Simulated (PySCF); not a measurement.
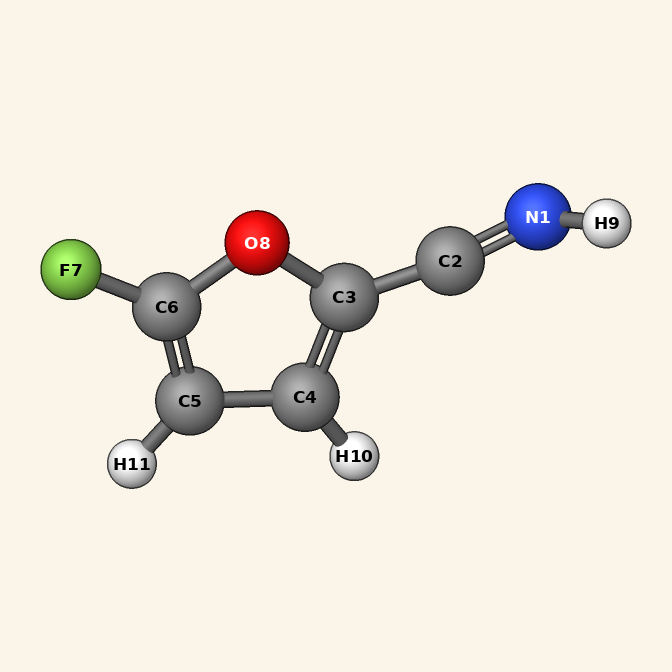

The questions are on Mulliken spin populations. The species is neutral and a spin doublet. The geometry was computed by an optimisation with GFN2-xTB. No frequency run is at hand to confirm it as a minimum. Properties computed with UKS B3LYP, pcH-1 on C F H N O, non-relativistic (PySCF 2.14.0).

Give the Mulliken spin populations atom by atom.

```
atom  value (e)
  N1       0.07
  C2       0.45
  C3      −0.15
  C4       0.42
  C5      −0.12
  C6       0.25
  F7       0.02
  O8       0.03
  H9       0.04
 H10      −0.02
 H11       0.00
```

Mulliken values depend strongly on the basis set.
